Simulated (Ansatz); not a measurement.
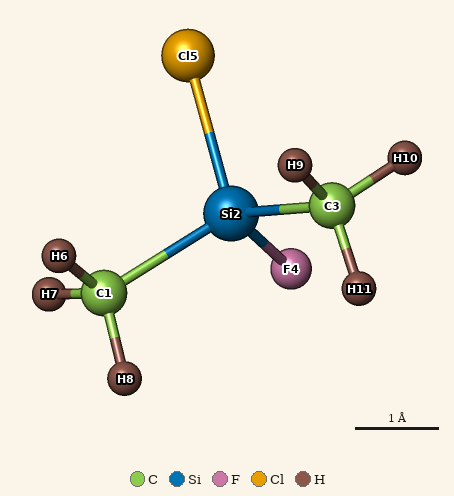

*The structure as given in the input (ball-and-stick view, seen at a tilt; atoms are numbered from 1 in the order of the input).*

Bond lengths as drawn: Cl–Si 2.06 Å, C–H 1.09 Å, C–Si 1.85 Å and F–Si 1.60 Å.

**C$_{2}$H$_{6}$ClFSi: single-point calculation**

- system: C$_{2}$H$_{6}$ClFSi, SMILES C[Si](C)(F)Cl
- method: RKS PBE0-D4/def2-TZVPP (Ansatz 0.2.0)

The geometry comes from this level: PBE0-D4/def2-TZVP.

### The input
```yaml
crystal:
  periodic: [false, false, false]
  atoms:
    - {symbol: C, position_ang: [-1.542887, 0.284103, 0.276294]}
    - {symbol: Si, position_ang: [0.123270, 0.337629, -0.519583]}
    - {symbol: C, position_ang: [1.396771, -0.752666, 0.256186]}
    - {symbol: F, position_ang: [-0.035570, -0.082963, -2.053337]}
    - {symbol: Cl, position_ang: [0.807111, 2.276389, -0.514495]}
    - {symbol: H, position_ang: [-1.481749, 0.601645, 1.319629]}
    - {symbol: H, position_ang: [-2.237483, 0.947615, -0.242759]}
    - {symbol: H, position_ang: [-1.947636, -0.730923, 0.247269]}
    - {symbol: H, position_ang: [1.561571, -0.471028, 1.298606]}
    - {symbol: H, position_ang: [2.347350, -0.669973, -0.274560]}
    - {symbol: H, position_ang: [1.074551, -1.796830, 0.227248]}
basis:
  gaussian: {orbitals: def2-TZVPP}
hamiltonian: {xc: pbe0, dispersion: d4}
output: {orbitals: {seedname: orbitals}}
```

Launch command:
```bash
ansatz run in.yaml --threads 4 --pin off --events-out ev --progress --plain --max-ram 10444MiB
```

### Log
```
Functional definition: PBE0
  name "PBE0"
  cite "Adamo & Barone, J. Chem. Phys. 110, 6158 (1999) doi:10.1063/1.478522"
  cite "Perdew, Burke & Ernzerhof, Phys. Rev. Lett. 77, 3865 (1996) doi:10.1103/PhysRevLett.77.3865"
  parent pbe
  parameter a = 0.25
  parameter kappa = 0.804
  parameter beta = 0.06672455060314922
  exchange = (1 - a)*pbe_x(kappa = kappa, mu = beta*pi^2/3) + a*exact_x
  correlation = pbe_c(beta = beta)
1486 factors; their error is unknown
mean field evaluation 1: about -25273.4706 eV, gradient 7.0e1 eV
mean field evaluation 2: about -25271.1026 eV, gradient 7.4e1 eV
mean field evaluation 4: about -25283.3603 eV, gradient 3.4e0 eV
mean field evaluation 8: about -25283.3729 eV, gradient 5.0e-2 eV
mean field evaluation 16: about -25283.4239 eV, gradient 2.5e-5 eV
mean field -25283.42394973 eV, -929.1486924322 hartree, gradient 2.5e-5 eV, S^2 0.000000; 0 other end points of the search recorded, 0 dependent functions left out
reference -25283.42398080 eV, -929.1486935740 hartree; 29, 29 occupied and 232, 232 virtual orbitals, 1486 factors
Total energy: -25283.63866483 eV, -929.1565830667 hartree
```

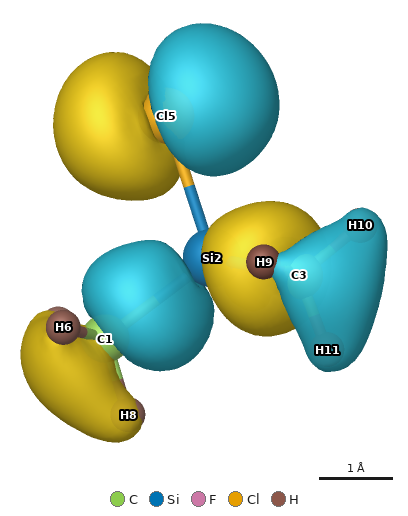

*The HOMO at ±0.1 Å⁻³ᐟ² (yellow and cyan are the two phases), seen at a tilt.*

It lies mainly on Cl5 (45 %), C1 (15 %), C3 (15 %) and Si2 (15 %). Its energy is −8.71 eV.

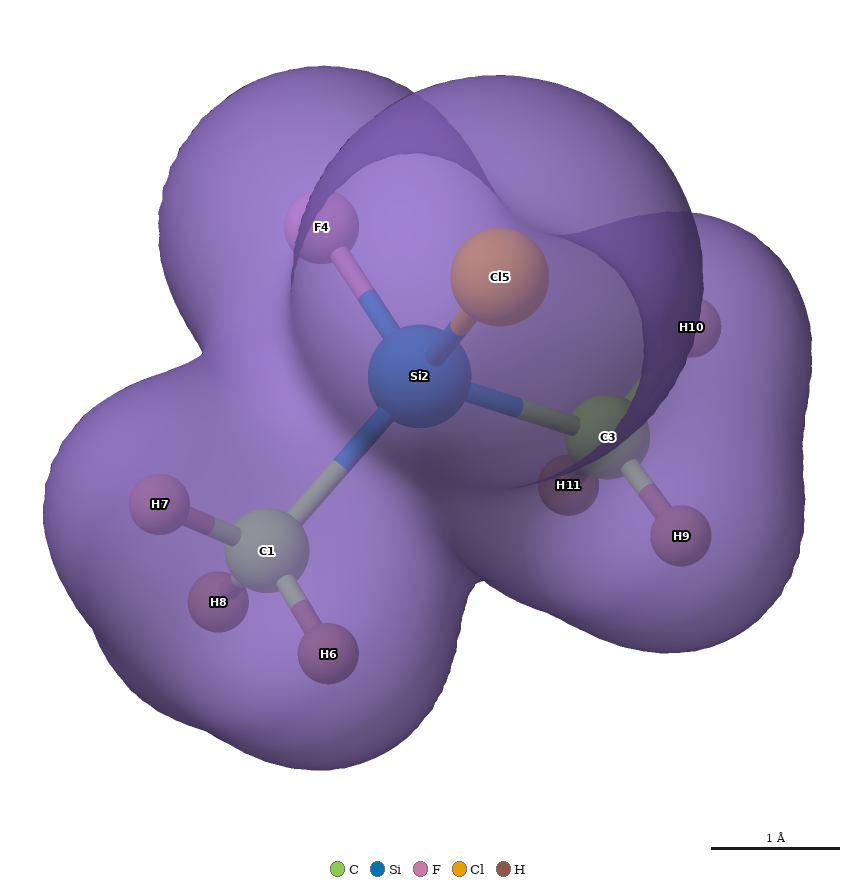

*Isosurface of the total electron density at 0.05 e/Å³ (purple), seen at a tilt.*

At this value the surface is in one piece. On the grid the lowest density along these lines, outside the cores, is 0.99 e/Å³ (Si–F, 1.60 Å), 0.89 e/Å³ (C–Si, 1.85 Å), 0.67 e/Å³ (Si–Cl, 2.06 Å) and 1.9 e/Å³ (C–H, 1.09 Å).

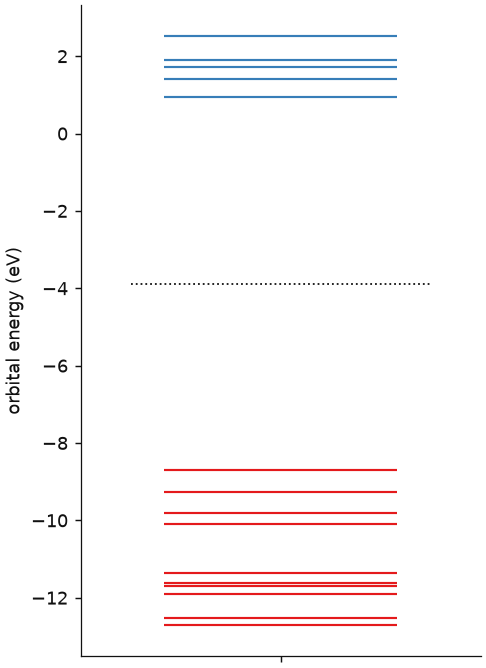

*Orbital energies near the frontier; the dotted line parts filled from empty levels, and levels within 0.02 eV of each other stand side by side.*

Highest filled −8.71 eV, lowest empty 0.95 eV, 9.66 eV apart.

### Results in brief

| quantity | value |
| --- | --- |
| outcome | converged |
| total energy | −25283.6387 eV |
| mean-field energy | −25283.4240 eV |
| dispersion energy | −0.2147 eV |
| SCF solution under orbital rotations | stable |
| HOMO | −8.71 eV |
| LUMO | 0.95 eV |
| hardware | 4 threads of Arm Neoverse V2, 23 GiB of memory available, shared host |
| wall time | 3.1 s (CPU time 11 s) |
| peak memory | 0.71 GiB |
